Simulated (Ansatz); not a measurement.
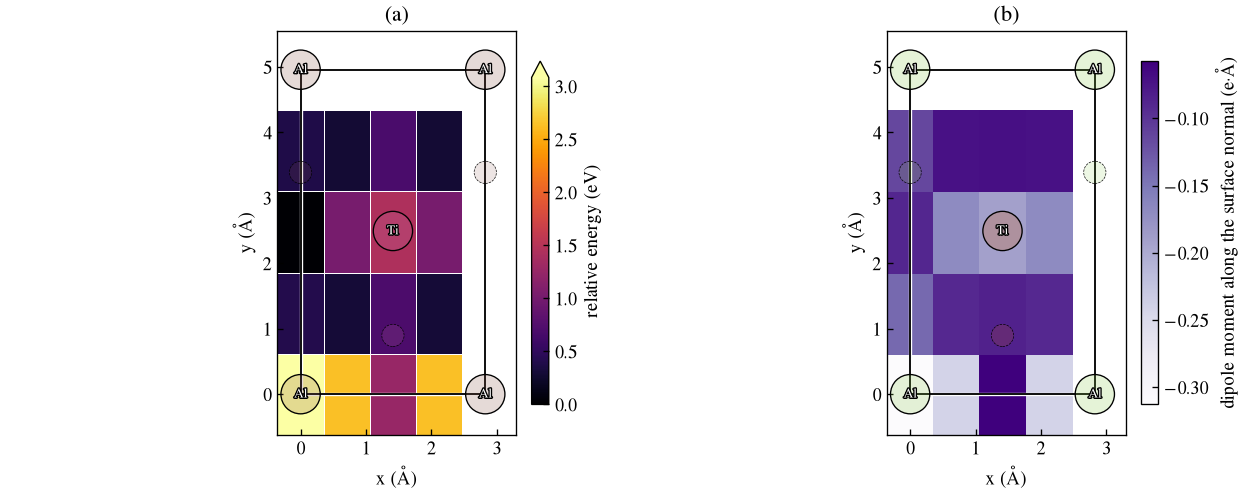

O on a TiAl(101) slab cut from the P4/mmm phase, its upper half relaxed before the scan (12 atoms of substrate and one adsorbate in a 2 × 1 cell). O is moved over the surface cell; relaxed at each place: the height of the adsorbate's atoms; substrate rigid; the origin of the map has the adsorbate above Al11. Places are given modulo a cell vector. The map is drawn in real space over the plane of the surface. The grid has 4 × 4 points; 12 points were computed and 4 follow by symmetry. Places are given in fractions of the 1 × 1 surface cell. All energies are given in eV relative to the lowest grid point. The runs have no spin polarisation; a magnetic state may lie lower. Computed with DFT PBE, scalar-relativistic, plane waves, PAW (Ansatz 0.2.0). Settings: cutoff 420 eV, k-mesh 5×6×1, gaussian smearing 0.1 eV, no spin polarisation.

Panel (a) is the energy and panel (b) the computed dipole moment along the surface normal on the same grid.

In the figure: one coloured cell a grid point, labelled circles for the atoms of the top layer and small ones for the second layer, the outline of one cell of the plane, one colour for all values above the top of the scale.

Q: How does the dipole moment along the surface normal vary over the map, and what is it at the lowest grid point?

A: It runs from −0.31 e·Å at the top site over a surface Al atom, (0/4, 0/4) of the cell vectors to −0.06 e·Å at a bridge site between two Al atoms, (2/4, 0/4) of the cell vectors. At the lowest grid point, a bridge site between two Ti atoms, (0/4, 2/4) of the cell vectors, it is −0.09 e·Å.

```tsv
second ↓, first →	0/4	1/4	2/4	3/4
3/4	−0.11	−0.07	−0.07	−0.07
2/4	−0.09	−0.17	−0.19	−0.17
1/4	−0.14	−0.09	−0.09	−0.09
0/4	−0.31	−0.24	−0.06	−0.24
```

PAW datasets: the set soft_1.
